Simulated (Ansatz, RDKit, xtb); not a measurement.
# C4H7BSSi: ranking a sample of isomers

A sample of isomers of C4H7BSSi is drawn. Aim: find which of them has the lowest free energy at 298.15 K, then its properties. The sample is small against all isomers, and the most stable one of this formula need not be in it.

Plan: many cheap relaxations first (GFN2-xTB), then density-functional screening, relaxation at B3LYP-D3(BJ)/def2-SVP, vibrations (at GFN2-xTB) and a final energy. The numbers are computed, not measured.

**1. Possible bonding patterns**

Isomers were taken from a list of plausible structures; this is a sample, not all of them. That gives 5 candidates.

```
label            SMILES     spin
 c374    Bc1ccsc1[SiH3]  singlet
 c385    Bc1cscc1[SiH3]  singlet
 c859  Bc1csc([SiH3])c1  singlet
 c871  Bc1ccc([SiH3])s1  singlet
 c874    Bc1sccc1[SiH3]  singlet
```

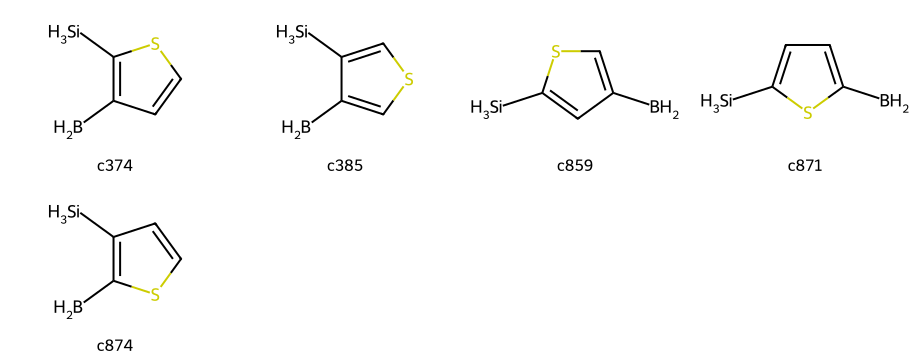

Structural formulas of the candidates.

Candidates are built by distance geometry, with a force field where one applies, in up to four conformers (letters a to d).

**2. First filter: tight binding**

All 5 starts are relaxed the same way. One of them, c385a (taken from a list of positional isomers, embedded by distance geometry and UFF), in full:

start.xyz reads:

```xyz
14
c385a
C      0.114431     1.375077    -1.528045
C      1.155684     2.275291    -1.392749
C      0.970722     0.661875     0.449175
C      0.033226     0.401940    -0.525937
B     -0.790808     1.393262    -2.834732
S      1.880603     1.999491     0.008202
Si    -1.200171    -0.951485    -0.411843
H     -0.657486     2.212351    -3.690418
H     -1.668797     0.588303    -2.994808
H      1.391709     3.057524    -2.097669
H      1.072983     0.069620     1.365471
H     -1.011340    -1.891321    -1.552336
H     -0.981493    -1.745424     0.828557
H     -2.562756    -0.407781    -0.407101
```

On the command line:

```
$ xtb start.xyz --gfn 2 --opt
```

Output, cut to the lines that bear on the results:

```text
* xtb version 6.7.1
[...]
          :  # basis functions                  47          :
[...]
          :  # electrons                        36          :
[...]
          :  Hamiltonian                  GFN2-xTB          :
[...]
          :  net charge                          0          :
          :  unpaired electrons                  0          :
[...]
   *** convergence criteria satisfied after 14 iterations ***
[...]
   *** GEOMETRY OPTIMIZATION CONVERGED AFTER 8 ITERATIONS ***
[...]
   *** convergence criteria satisfied after 3 iterations ***
[...]
         ::                     SUMMARY                     ::
         :::::::::::::::::::::::::::::::::::::::::::::::::::::
         :: total energy             -18.311179748564 Eh    ::
         :: gradient norm              0.000453205270 Eh/a0 ::
         :: HOMO-LUMO gap              3.203679204372 eV    ::
         ::.................................................::
         :: SCC energy               -18.563351411873 Eh    ::
         :: -> isotropic ES            0.030361049440 Eh    ::
         :: -> anisotropic ES          0.007009658058 Eh    ::
         :: -> anisotropic XC          0.006975517051 Eh    ::
         :: -> dispersion             -0.012859908415 Eh    ::
         :: repulsion energy           0.252171663309 Eh    ::
         :: add. restraining           0.000000000000 Eh    ::
         :: total charge               0.000000000000 e     ::
         :::::::::::::::::::::::::::::::::::::::::::::::::::::
[...]
        18        2.0000           -0.3933580             -10.7038 (HOMO)
        19                         -0.2756250              -7.5001 (LUMO)
[...]
     #   Z          covCN         q      C6AA      α(0)
     1   6 C        3.059    -0.085    30.073     8.993
     2   6 C        2.941    -0.010    28.278     8.721
     3   6 C        2.953    -0.024    28.602     8.772
     4   6 C        3.038    -0.110    30.749     9.095
     5   5 B        2.785     0.224    17.949     7.083
     6  16 S        2.249    -0.024   142.040    20.059
     7  14 Si       3.654     0.447    98.807    19.056
     8   1 H        0.939    -0.100     5.568     3.689
     9   1 H        0.939    -0.100     5.543     3.681
    10   1 H        0.926     0.044     2.400     2.423
    11   1 H        0.926     0.031     2.574     2.509
    12   1 H        0.918    -0.092     5.301     3.601
    13   1 H        0.918    -0.107     5.823     3.774
    14   1 H        0.918    -0.092     5.299     3.600
[...]
     #   Z sym  total        # sym  WBO       # sym  WBO       # sym  WBO
 ---------------------------------------------------------------------------
     1   6 C    3.961 --     2 C    1.542     4 C    1.203     5 B    1.102
     2   6 C    3.953 --     1 C    1.542     6 S    1.234    10 H    0.969
     3   6 C    3.946 --     4 C    1.667     6 S    1.159    11 H    0.973
     4   6 C    3.961 --     3 C    1.667     1 C    1.203     7 Si   0.879
     5   5 B    3.234 --     1 C    1.102     8 H    0.978     9 H    0.975
     6  16 S    2.687 --     2 C    1.234     3 C    1.159
     7  14 Si   3.630 --    13 H    0.897    14 H    0.896    12 H    0.896
                             4 C    0.879
     8   1 H    0.990 --     5 B    0.978
     9   1 H    0.990 --     5 B    0.975
    10   1 H    0.998 --     2 C    0.969
    11   1 H    0.999 --     3 C    0.973
    12   1 H    0.991 --     7 Si   0.896
[...]
molecular dipole:
                 x           y           z       tot (Debye)
 q only:       -0.107      -0.236       0.155
   full:        0.004      -0.094       0.124       0.395
molecular quadrupole (traceless):
[...]
          | TOTAL ENERGY              -18.311179748564 Eh   |
          | GRADIENT NORM               0.000453205270 Eh/α |
          | HOMO-LUMO GAP               3.203679204372 eV   |
           -------------------------------------------------
[...]
```

Run time: 0.34 s. Hardware: 2 threads of Intel Xeon at 2.50GHz (Skylake/Cascade Lake), shared host.

**3. Distinct minima at GFN2-xTB**

5 of the 5 relaxations converged. 5 distinct structures remain:

```
label  start      SMILES after     spin  energy (kcal/mol)
c871a  drawn  Bc1ccc([SiH3])s1  singlet                0.0
c874a  drawn    Bc1sccc1[SiH3]  singlet                0.1
c385a  drawn    Bc1cscc1[SiH3]  singlet                1.9
c859a  drawn  Bc1csc([SiH3])c1  singlet                2.1
c374a  drawn    Bc1ccsc1[SiH3]  singlet                2.3
```

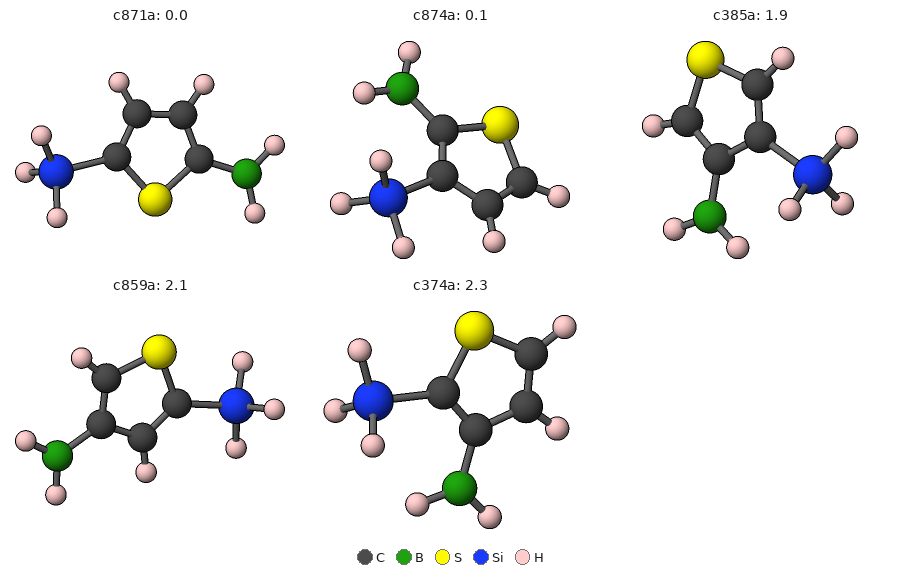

The 5 lowest minima that did not fall apart, with their GFN2-xTB energies in kcal/mol.

**4. Screening with a density functional**

A choice of the minima (the low ones first, few conformers of a pattern, up to a cap) and the lowest that fell apart get a single point at r2SCAN-D4/def2-SVP on the tight-binding geometry, and one at HF/STO-3G for comparison. The lowest singlets are also tried as triplets at the same geometry (label ending in t). The first, c871a:

input.yaml reads:

```yaml
crystal:
  periodic: [false, false, false]
  atoms:
    - {symbol: C, position_ang: [-0.653179, 1.943726, -1.846441]}
    - {symbol: C, position_ang: [0.482011, 2.021257, -1.062314]}
    - {symbol: C, position_ang: [0.820991, 0.828153, -0.418574]}
    - {symbol: C, position_ang: [-0.041966, -0.206674, -0.685651]}
    - {symbol: B, position_ang: [-1.312765, 3.023644, -2.685625]}
    - {symbol: S, position_ang: [-1.290852, 0.318507, -1.751899]}
    - {symbol: Si, position_ang: [0.002723, -1.962187, -0.021855]}
    - {symbol: H, position_ang: [-2.278167, 2.783559, -3.299774]}
    - {symbol: H, position_ang: [-0.840481, 4.093325, -2.707407]}
    - {symbol: H, position_ang: [1.047085, 2.932269, -0.966269]}
    - {symbol: H, position_ang: [1.675180, 0.713862, 0.226751]}
    - {symbol: H, position_ang: [-0.559956, -2.854521, -1.033308]}
    - {symbol: H, position_ang: [1.402211, -2.289155, 0.254379]}
    - {symbol: H, position_ang: [-0.788930, -2.019601, 1.209782]}
basis:
  gaussian:
    orbitals: def2-SVP
scf:
  lower_state_search: "off"
hamiltonian:
  xc: r2scan
  dispersion: d4
output:
  orbitals: {seedname: orbitals}
```

On the command line:

```
$ ansatz run input.yaml --threads 2 --pin off --max-ram 5220MiB --events-out events.jsonl --progress --plain --runs-dir runs
```

Output, cut to the lines that bear on the results:

```text
Warning: RAYON_NUM_THREADS=2 ignored (pool sized by the plan → 2); use --threads N
Functional definition: r2SCAN
  name "r2SCAN"
[...]
1593 factors; their error is unknown
[...]
mean field -23636.70955313 eV, -868.6330545402 hartree, gradient 7.6e-6 eV, S^2 0.000000; 0 other end points of the search recorded, 0 dependent functions left out
reference -23636.70956576 eV, -868.6330550046 hartree; 33, 33 occupied and 108, 108 virtual orbitals, 1593 factors
Total energy: -23636.81855006 eV, -868.6370601035 hartree
Checks for a lower state left out: stability, starts, cluster_reference, orbital_swaps, neighbouring_geometries, increment
```

Run time: 7.6 s. Hardware: 2 threads of Intel Xeon at 2.50GHz (Skylake/Cascade Lake), shared host; peak memory 0.19 GiB.

Relative energies in kcal/mol, each column from its lowest structure that stays in one piece:

```
 label            SMILES     spin  GFN2-xTB  HF/STO-3G  r2SCAN-D4/def2-SVP
 c871a  Bc1ccc([SiH3])s1  singlet       0.0        0.0                 0.0
 c874a    Bc1sccc1[SiH3]  singlet       0.1        1.0                 1.5
 c859a  Bc1csc([SiH3])c1  singlet       2.1        1.6                 4.0
 c374a    Bc1ccsc1[SiH3]  singlet       2.3        2.6                 4.2
 c385a    Bc1cscc1[SiH3]  singlet       1.9        2.3                 5.1
c871at  Bc1ccc([SiH3])s1  triplet         –          –                68.6
c874at    Bc1sccc1[SiH3]  triplet         –          –                69.4
c859at  Bc1csc([SiH3])c1  triplet         –          –                78.4
```

**5. Relaxing the best candidates**

5 candidates are relaxed at B3LYP-D3(BJ)/def2-SVP (chosen among the lowest in one piece). The first, c871a:

input.yaml reads:

```yaml
basis:
  gaussian:
    orbitals: def2-SVP
crystal:
  periodic: [false, false, false]
  atoms:
    - symbol: C
      position_ang: [-0.653179, 1.943726, -1.846441]
    - symbol: C
      position_ang: [0.482011, 2.021257, -1.062314]
    - symbol: C
      position_ang: [0.820991, 0.828153, -0.418574]
    - symbol: C
      position_ang: [-0.041966, -0.206674, -0.685651]
    - symbol: B
      position_ang: [-1.312765, 3.023644, -2.685625]
    - symbol: S
      position_ang: [-1.290852, 0.318507, -1.751899]
    - symbol: Si
      position_ang: [0.002723, -1.962187, -0.021855]
    - symbol: H
      position_ang: [-2.278167, 2.783559, -3.299774]
    - symbol: H
      position_ang: [-0.840481, 4.093325, -2.707407]
    - symbol: H
      position_ang: [1.047085, 2.932269, -0.966269]
    - symbol: H
      position_ang: [1.675180, 0.713862, 0.226751]
    - symbol: H
      position_ang: [-0.559956, -2.854521, -1.033308]
    - symbol: H
      position_ang: [1.402211, -2.289155, 0.254379]
    - symbol: H
      position_ang: [-0.788930, -2.019601, 1.209782]
hamiltonian:
  xc: {name: B3LYP}
  dispersion: d3bj
scf:
  lower_state_search: "off"
relax:
  f_tol: 0.006
```

On the command line:

```
$ ansatz run input.yaml --threads 2 --pin off --max-ram 5220MiB --events-out events.jsonl --progress --plain --runs-dir runs
```

Output, cut to the lines that bear on the results:

```text
Warning: RAYON_NUM_THREADS=2 ignored (pool sized by the plan → 2); use --threads N
[...]
Functional definition: B3LYP
  name "B3LYP"
[...]
1566 factors; integrals over basis functions are off by at most 5.6e-4 eV
[...]
mean field -23642.30733867 eV, -868.8387693648 hartree, gradient 3.8e-6 eV, S^2 0.000000; 0 other end points of the search recorded, 0 dependent functions left out
[...]
reference -23642.30764996 eV, -868.8387808043 hartree; 33, 33 occupied and 108, 108 virtual orbitals, 1566 factors
relax step   1: F+E_penalty+E_count = -23643.06652119 eV  Δ(F+E_penalty+E_count) = +0.000e0 eV  max|allowed force component| = 8.683e-1 eV/Å  Δτ_max = 0.0000 Å  (17 SCF iters, accepted)
[...]
relax step   8: F+E_penalty+E_count = -23643.15661824 eV  Δ(F+E_penalty+E_count) = +2.181e-4 eV  max|allowed force component| = 9.758e-2 eV/Å  Δτ_max = 0.1343 Å  (21 SCF iters, rejected (line search))
[...]
Atom 5 at    -1.394861     0.383342    -1.623763 Å, force    -0.002942     0.001743    -0.003555 eV/Å
Atom 6 at    -0.015668    -1.953446     0.011012 Å, force     0.000850    -0.002832     0.002287 eV/Å
Atom 7 at    -2.437318     2.887203    -3.135855 Å, force    -0.000346    -0.000054     0.000317 eV/Å
Atom 8 at    -0.818792     4.140935    -2.718884 Å, force    -0.000728    -0.000098     0.000276 eV/Å
Atom 9 at     1.178092     2.887394    -1.152797 Å, force    -0.000466    -0.000039    -0.000288 eV/Å
Atom 10 at     1.808204     0.624535     0.041237 Å, force     0.000335     0.000554    -0.000266 eV/Å
Atom 11 at    -0.083999    -2.956296    -1.089778 Å, force     0.000381     0.003538     0.004614 eV/Å
Atom 12 at     1.271152    -2.097856     0.747157 Å, force    -0.005119     0.000346    -0.002768 eV/Å
Atom 13 at    -1.157629    -2.192473     0.939073 Å, force     0.005134     0.000863    -0.004152 eV/Å
Dipole moment:     0.252330    -0.174943     0.204126 e Å
Checks for a lower state left out: stability, starts, cluster_reference, orbital_swaps, neighbouring_geometries, increment
```

Run time: 7 min. Hardware: 2 threads of Intel Xeon at 2.50GHz (Skylake/Cascade Lake), shared host; peak memory 0.37 GiB.

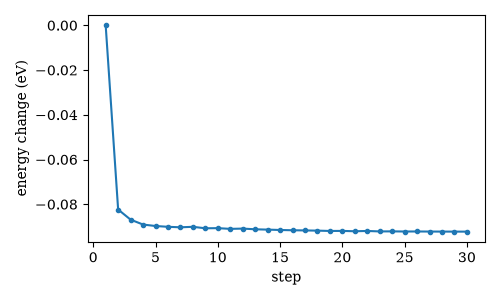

Energy along the run, all evaluated steps.

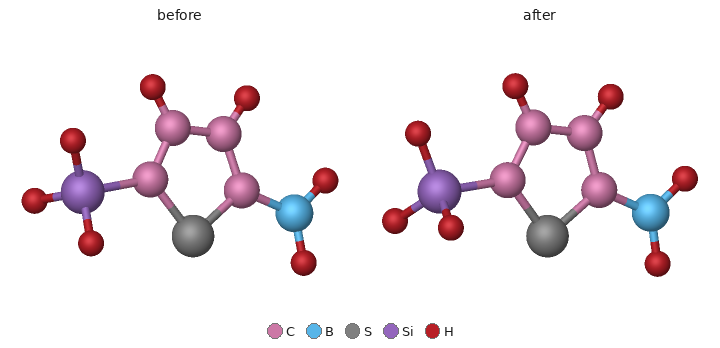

Before and after, at one scale.

After the run. Bond lengths: C1–C2 1.395 Å, C2–C3 1.412 Å, C3–C4 1.393 Å, C1–B5 1.522 Å, C1–S6 1.749 Å, C4–S6 1.724 Å, C4–Si7 1.877 Å, B5–H8 1.206 Å, B5–H9 1.207 Å, C2–H10 1.092 Å, C3–H11 1.092 Å, Si7–H12 1.491 Å, Si7–H13 1.490 Å, Si7–H14 1.491 Å. Some angles: C1–C2–C3 114.0°, C2–C1–B5 129.0°, C2–C1–S6 109.0°, B5–C1–S6 122.1°, C2–C3–C4 113.2°, C3–C4–S6 110.3°, C3–C4–Si7 126.6°, S6–C4–Si7 123.1°, C1–S6–C4 93.5°, C1–C2–H10 121.9°.

**6. The relaxed candidates**

```
label     spin  r2SCAN-D4/def2-SVP (kcal/mol)  B3LYP-D3(BJ)/def2-SVP, relaxed (kcal/mol)     time
c871a  singlet                            0.0                                        0.0    7 min
c874a  singlet                            1.5                                        1.4     67 s
c859a  singlet                            4.0                                        3.4    2 min
c374a  singlet                            4.2                                        3.7  2.3 min
c385a  singlet                            5.1                                        4.5     90 s
```

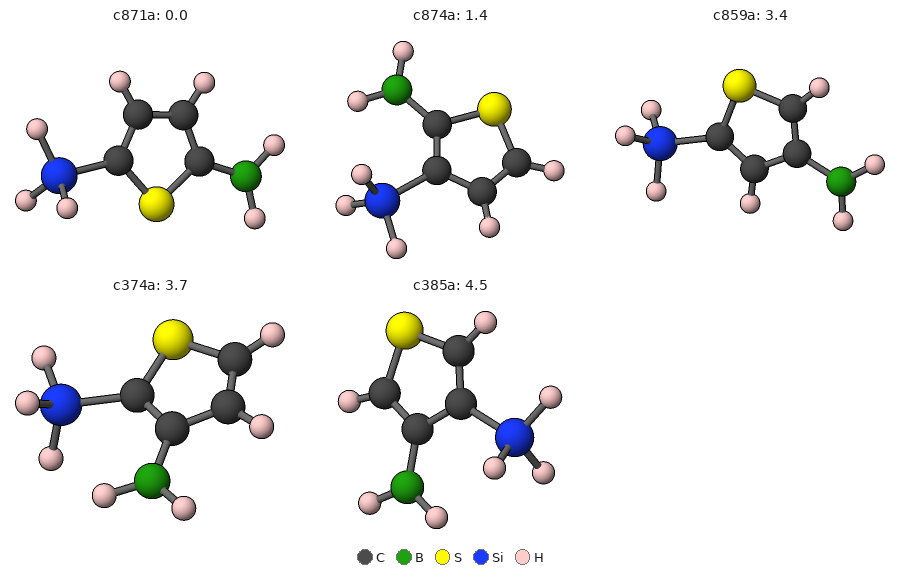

The relaxed structures, with energies at B3LYP-D3(BJ)/def2-SVP in kcal/mol.

**7. Harmonic analysis of the finalists**

The lowest few in one piece go on as finalists. In this search the thermal terms come from GFN2-xTB at its own nearest minimum. The first, c871a:

start.xyz reads:

```xyz
14
c871a
C     -0.677897     1.966035    -1.824750
C      0.549449     1.995010    -1.162463
C      0.886883     0.781868    -0.522610
C     -0.079080    -0.209649    -0.680030
B     -1.364631     3.069561    -2.615755
S     -1.394861     0.383342    -1.623763
Si    -0.015668    -1.953446     0.011012
H     -2.437318     2.887203    -3.135855
H     -0.818792     4.140935    -2.718884
H      1.178092     2.887394    -1.152797
H      1.808204     0.624535     0.041237
H     -0.083999    -2.956296    -1.089778
H      1.271152    -2.097856     0.747157
H     -1.157629    -2.192473     0.939073
```

On the command line:

```
$ xtb start.xyz --gfn 2 --ohess tight
```

Output, cut to the lines that bear on the results:

```text
* xtb version 6.7.1
[...]
          :  # basis functions                  47          :
[...]
          :  # electrons                        36          :
[...]
          :  Hamiltonian                  GFN2-xTB          :
[...]
          :  net charge                          0          :
          :  unpaired electrons                  0          :
[...]
   *** convergence criteria satisfied after 15 iterations ***
[...]
   *** GEOMETRY OPTIMIZATION CONVERGED AFTER 8 ITERATIONS ***
[...]
   *** convergence criteria satisfied after 3 iterations ***
[...]
         ::                     SUMMARY                     ::
         :::::::::::::::::::::::::::::::::::::::::::::::::::::
         :: total energy             -18.314423232758 Eh    ::
         :: gradient norm              0.000100482242 Eh/a0 ::
         :: HOMO-LUMO gap              2.932028260771 eV    ::
         ::.................................................::
         :: SCC energy               -18.565834079526 Eh    ::
         :: -> isotropic ES            0.031090690771 Eh    ::
         :: -> anisotropic ES          0.006904555415 Eh    ::
         :: -> anisotropic XC          0.006850122088 Eh    ::
         :: -> dispersion             -0.012356428394 Eh    ::
         :: repulsion energy           0.251410846767 Eh    ::
         :: add. restraining           0.000000000000 Eh    ::
         :: total charge               0.000000000000 e     ::
         :::::::::::::::::::::::::::::::::::::::::::::::::::::
[...]
        18        2.0000           -0.3920960             -10.6695 (HOMO)
        19                         -0.2843458              -7.7374 (LUMO)
[...]
molecular dipole:
                 x           y           z       tot (Debye)
 q only:        0.211      -0.630       0.353
   full:        0.469      -0.350       0.389       1.786
molecular quadrupole (traceless):
[...]
          | TOTAL ENERGY              -18.314423232774 Eh   |
          | TOTAL ENTHALPY            -18.215106524726 Eh   |
          | TOTAL FREE ENERGY         -18.258291411536 Eh   |
          | GRADIENT NORM               0.000100368802 Eh/α |
[...]
```

It took 1.2 s on 2 threads of Intel Xeon at 2.50GHz (Skylake/Cascade Lake), shared host; peak memory 0.11 GiB.

**8. Thermal terms of the finalists**

As xtb prints them, at 298.15 K, with its own treatment of low modes:

```
label            SMILES     spin  lowest mode (cm⁻¹)  zero-point (kcal/mol)  G − E (kcal/mol)
c871a  Bc1ccc([SiH3])s1  singlet                  43                   56.2              35.2
c874a    Bc1sccc1[SiH3]  singlet                  92                   56.3              35.5
c859a  Bc1csc([SiH3])c1  singlet                  55                   56.1              35.1
c374a    Bc1ccsc1[SiH3]  singlet                  93                   56.2              35.4
c385a    Bc1cscc1[SiH3]  singlet                 110                   56.2              35.5
```

**9. The final energy**

Single points at CCSD(T)/def2-SVP + MP2/def2-TZVPP - MP2/def2-SVP on the refined geometries decide the order.

c871a, CCSD(T)/def2-SVP:

input.yaml reads:

```yaml
basis:
  gaussian: {orbitals: def2-SVP}
crystal:
  periodic: [false, false, false]
  atoms:
    - {symbol: C, position_ang: [-0.677897, 1.966035, -1.824750]}
    - {symbol: C, position_ang: [0.549449, 1.995010, -1.162463]}
    - {symbol: C, position_ang: [0.886883, 0.781868, -0.522610]}
    - {symbol: C, position_ang: [-0.079080, -0.209649, -0.680030]}
    - {symbol: B, position_ang: [-1.364631, 3.069561, -2.615755]}
    - {symbol: S, position_ang: [-1.394861, 0.383342, -1.623763]}
    - {symbol: Si, position_ang: [-0.015668, -1.953446, 0.011012]}
    - {symbol: H, position_ang: [-2.437318, 2.887203, -3.135855]}
    - {symbol: H, position_ang: [-0.818792, 4.140935, -2.718884]}
    - {symbol: H, position_ang: [1.178092, 2.887394, -1.152797]}
    - {symbol: H, position_ang: [1.808204, 0.624535, 0.041237]}
    - {symbol: H, position_ang: [-0.083999, -2.956296, -1.089778]}
    - {symbol: H, position_ang: [1.271152, -2.097856, 0.747157]}
    - {symbol: H, position_ang: [-1.157629, -2.192473, 0.939073]}
correlation: {method: ccsd_t, frozen_orbitals: {C: 1, H: 0, B: 1, Si: 5, S: 5}}
```

On the command line:

```
$ ansatz run input.yaml --threads 2 --pin off --max-ram 5220MiB --events-out events.jsonl --progress --plain --runs-dir runs
```

Output, cut to the lines that bear on the results:

```text
Warning: RAYON_NUM_THREADS=2 ignored (pool sized by the plan → 2); use --threads N
Functional definition: HF
  name "HF"
[...]
1412 factors; integrals over basis functions are off by at most 1.4e-3 eV
[...]
mean field -23573.78254203 eV, -866.3205295359 hartree, gradient 1.2e-6 eV, S^2 0.000000; 0 other end points of the search recorded, 0 dependent functions left out; unrestricted orbitals would lower it
15 core orbitals not correlated: weight in the atoms' cores, before any rotation towards them, 1.000 or more for the frozen orbitals, at most 0.000 for the correlated occupied ones
reference -23573.78254203 eV, -866.3205295359 hartree; 18, 18 occupied and 108, 108 virtual orbitals, 1412 factors
second order -22.83189567 eV of doubles, -0.00000000 eV of singles
cycle   1  -23.49349651 eV  change   -6.6e-1 eV  update   1.3e-1
[...]
cycle  10  -24.44669848 eV  change    3.6e-5 eV  update   2.4e-5
perturbative correction -1.06933220 eV, -0.0392972334 hartree
Total energy: -23599.29857271 eV, -867.2582263679 hartree
```

Wall time 62 s (2 threads of Intel Xeon at 2.50GHz (Skylake/Cascade Lake), shared host); peak memory 1 GiB.

[end of part 1 of 2]
